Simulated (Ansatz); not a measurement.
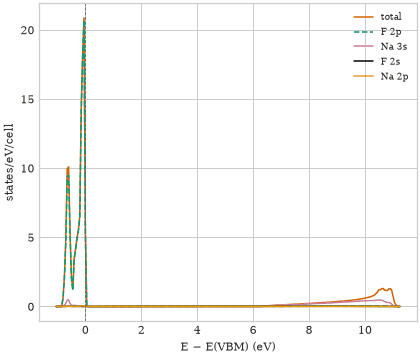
Figure: Total and projected density of states of NaF (zinc blende, F-43m), r²SCAN (plane waves, PAW; program Ansatz)

Q: Which orbitals carry the states next to the gap?

A: Top 1 eV of the valence band: F 2p 97 %. Bottom 1 eV of the conduction band: Na 3s 82 %, F 2s 12 %. Projections are on Löwdin-orthogonalised atomic valence shells; empty p or d shells of many metals are not among them.

The start of the workflow was typed in or built on a structure type; neither database checked (COD, Materials Project) lists it. It is not the phase usual at ambient conditions (space group No. 225). Symmetry was held in the r²SCAN relaxation; its stability against distortions is not shown here.

Potentials: the later of the program's two PAW sets.
